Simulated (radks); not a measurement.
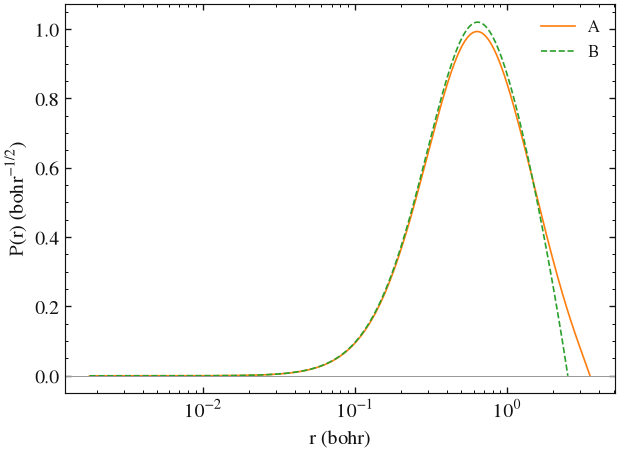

The nickel ion Ni²⁺ in [Ar] 3d8 (high spin) was computed in two surroundings: the hard spherical wall at 2.5 bohr; the hard spherical wall at 3.5 bohr. Level of theory: scalar-relativistic Kohn-Sham, PBEsol, spin-polarised, spherical densities, finite nucleus. Computed with the in-house radial solver radks.

The plot shows P(r) = r R(r) of the 3d down orbital in both runs (large components where relativistic).

> Which curve belongs to which run?

A is the hard spherical wall at 3.5 bohr (⟨r⟩ = 0.956 bohr, eigenvalue −26.0 eV); B is the hard spherical wall at 2.5 bohr (⟨r⟩ = 0.890 bohr, eigenvalue −19.7 eV). The tighter surroundings squeeze the orbital.
